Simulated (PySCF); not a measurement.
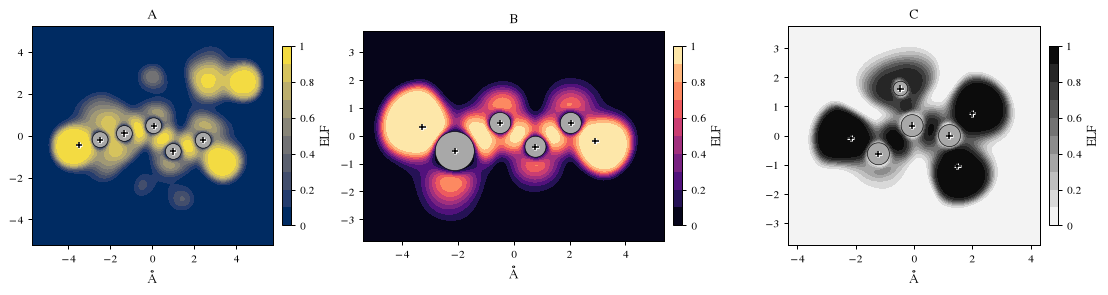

The electron localisation function of 3 systems, each on a plane through atoms (crosses mark nuclei in the plane; grey discs cover the cores).

Computed with PBE0/pcSseg-1, SCF density, gas phase, non-relativistic in PySCF 2.14.0.

System 1: C₃H₃F₃ (SMILES C=C(F)C(F)F), the plane of atoms C2, C1 and H7. Geometry: PBE0-D3(BJ)/def2-SVP.

```json
{"atom": "C", "x (Å)": "-1.0854", "y (Å)": "-0.2885", "z (Å)": "-0.8396"}
{"atom": "C", "x (Å)": "-0.2017", "y (Å)": "0.4765", "z (Å)": "-0.2146"}
{"atom": "F", "x (Å)": "-0.2039", "y (Å)": "1.8051", "z (Å)": "-0.3212"}
{"atom": "C", "x (Å)": "0.8938", "y (Å)": "-0.0250", "z (Å)": "0.6910"}
{"atom": "F", "x (Å)": "1.6439", "y (Å)": "-0.9514", "z (Å)": "0.0599"}
{"atom": "F", "x (Å)": "0.3688", "y (Å)": "-0.6126", "z (Å)": "1.7863"}
{"atom": "H", "x (Å)": "-1.0359", "y (Å)": "-1.3712", "z (Å)": "-0.7203"}
{"atom": "H", "x (Å)": "-1.8596", "y (Å)": "0.1481", "z (Å)": "-1.4722"}
{"atom": "H", "x (Å)": "1.5404", "y (Å)": "0.8118", "z (Å)": "1.0081"}
```

System 2: C₇H₁₃NSi, the plane of atoms C2, C3 and C8. Geometry: GFN2-xTB.

```xyz
22

C     3.2533   -1.2529    0.5282
C     2.1319   -0.8425    0.6156
C     0.7663   -0.3690    0.6956
C    -0.2086   -1.3421    0.0098
Si   -1.7509   -0.2813   -0.3174
N    -2.9535   -0.6383    0.8706
C    -0.9030    1.3583    0.1329
C     0.5936    1.0378    0.0865
C     1.1167    1.0994   -1.3443
H     4.2379   -1.6086    0.4612
H     0.4911   -0.3009    1.7555
H    -0.3839   -2.2060    0.6484
H     0.2339   -1.7156   -0.9128
H    -2.1911   -0.3369   -1.7235
H    -3.7001    0.0254    1.0020
H    -3.3307   -1.5721    0.8935
H    -1.1327    2.1902   -0.5299
H    -1.1827    1.6657    1.1412
H     1.1618    1.7569    0.6891
H     1.0231    2.1103   -1.7368
H     2.1654    0.8107   -1.3782
H     0.5518    0.4307   -1.9887
```

System 3: C₃H₈F₂Si, the plane of atoms C2, C1 and H7. Geometry: GFN2-xTB.

```yaml
atoms:
  - { symbol: C, position_ang: [-2.0564, -0.1418, 0.0328] }
  - { symbol: C, position_ang: [-0.6829, -0.0837, -0.6267] }
  - { symbol: C, position_ang: [0.4456, -0.0402, 0.3997] }
  - { symbol: F, position_ang: [0.4486, -1.2374, 1.1184] }
  - { symbol: Si, position_ang: [2.1876, 0.2046, -0.3651] }
  - { symbol: F, position_ang: [2.1146, 1.6329, -1.1107] }
  - { symbol: H, position_ang: [-2.8360, -0.2134, -0.7215] }
  - { symbol: H, position_ang: [-2.1228, -1.0106, 0.6837] }
  - { symbol: H, position_ang: [-2.2331, 0.7509, 0.6295] }
  - { symbol: H, position_ang: [-0.5456, -0.9624, -1.2603] }
  - { symbol: H, position_ang: [-0.6039, 0.8058, -1.2545] }
  - { symbol: H, position_ang: [0.2243, 0.7309, 1.1502] }
  - { symbol: H, position_ang: [3.2061, 0.3341, 0.6614] }
  - { symbol: H, position_ang: [2.4532, -0.7702, -1.4088] }
```

Question: Which map belongs to which system?

Answer: Panel A is system 2, C₇H₁₃NSi: the plane holds C and H. C–C (1.20 Å): the ELF peaks at about 0.85 between the atoms; a multiple bond. Panel B is system 3, C₃H₈F₂Si: the plane holds C, Si and H. C–C (1.52 Å): the ELF peaks at about 0.95 between the atoms: a shared electron pair. Panel C is system 1, C₃H₃F₃: the plane holds C, F and H. C–C (1.33 Å): the ELF peaks at about 0.90 between the atoms (a multiple bond).
